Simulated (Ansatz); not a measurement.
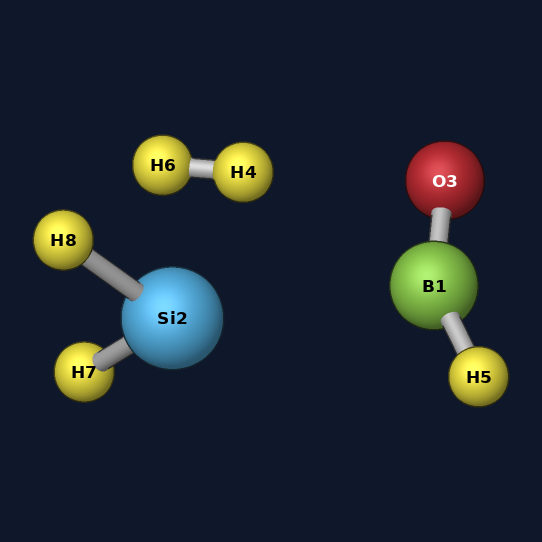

The questions are on Mulliken charges. The computed structure is the end point of a PBE0-D4/def2-TZVP saddle-point search. Properties computed with RKS PBE0-D4/def2-TZVP (Ansatz 0.2.0).

Give the Mulliken charges atom by atom.

```tsv
atom	value (e)
B1	0.04
Si2	−0.18
O3	−0.25
H4	0.18
H5	0.06
H6	0.12
H7	0.02
H8	0.02
```

Mulliken values depend strongly on the basis set and can even reverse the polarity of a bond.
